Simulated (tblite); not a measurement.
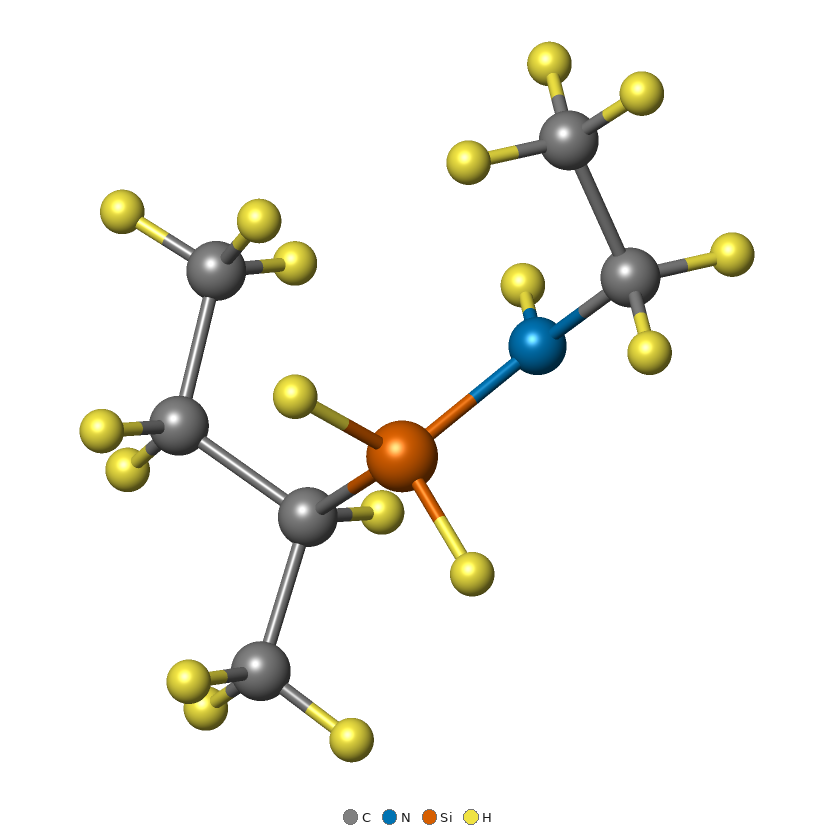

The picture comes from a calculation with tblite.

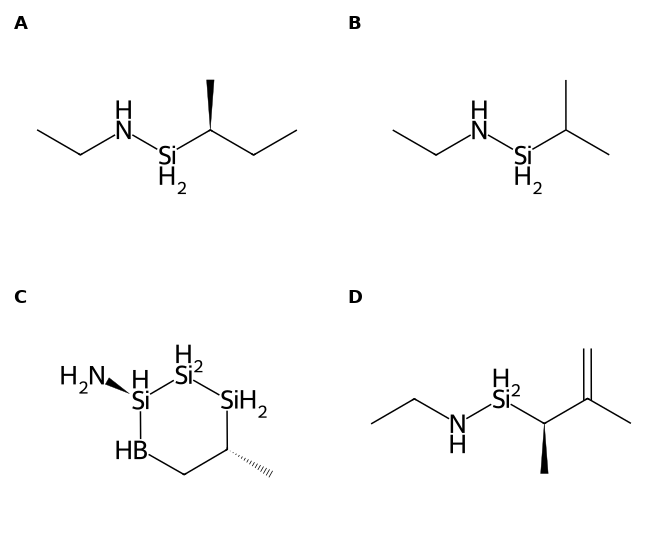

Question: Which structural formula matches the 3D model?

Answer: A, `CCN[SiH2][C@@H](C)CC`.
